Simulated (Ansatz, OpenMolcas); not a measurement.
**How methods differ on CHClFGeN (SMILES N#[C][GeH]([F])[Cl])**

CHClFGeN has 6 atoms, charge 0, and is taken as a singlet. SMILES: `N#[C][GeH]([F])[Cl]`. The coordinates come from a PBE0-D4/def2-TZVP relaxation.

```csv
atom,x (Å),y (Å),z (Å)
N,-1.0369,-2.3070,0.0307
C,-0.5440,-1.2673,0.0401
Ge,0.2371,0.4779,0.1077
F,1.8960,0.2538,-0.2766
Cl,-0.6276,1.6481,-1.4239
H,0.1173,1.1304,1.4758
```

Each level gives the vertical energy of the triplet above the singlet (eV). The values are calculated.

| level | kind | program | value (eV) | less CCSD(T)/cc-pVDZ |
| --- | --- | --- | --- | --- |
| HF/cc-pVDZ | Hartree–Fock | Ansatz | 5.07 | -1.36 |
| PBE/cc-pVDZ | GGA | Ansatz | 6.05 | -0.38 |
| revPBE/cc-pVDZ | GGA | OpenMolcas | 6.03 | -0.40 |
| PBE0/cc-pVDZ | global hybrid | OpenMolcas | 6.01 | -0.42 |
| HSE06/cc-pVDZ | range-separated hybrid | Ansatz | 6.01 | -0.42 |
| PBE-QIDH/cc-pVDZ | double hybrid | Ansatz | 6.31 | -0.12 |
| RPA@PBE/cc-pVDZ | RPA | Ansatz | 6.40 | -0.03 |
| MP2/cc-pVDZ | perturbation theory | Ansatz | 6.98 | +0.55 |
| CCSD(T)/cc-pVDZ | coupled cluster or CI | Ansatz | 6.43 | 0.00 |

Differences are taken from CCSD(T)/cc-pVDZ for orientation; it has basis-set and higher-order errors of its own. All-electron rows without a relativistic Hamiltonian named are non-relativistic. The values span 5.07 to 6.98 eV. In the correlated wave-function rows the outer d shell of Ge is correlated, in sets not made for it.

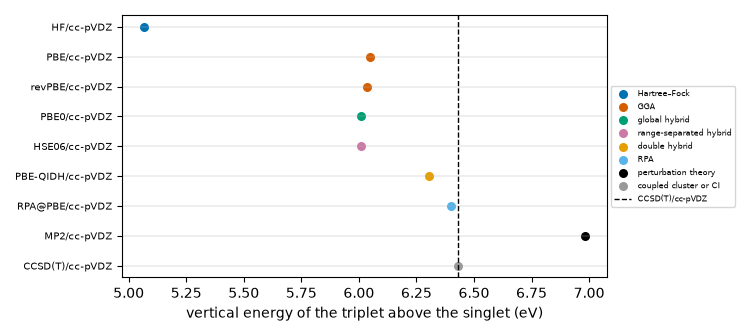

The values of the table, level by level.
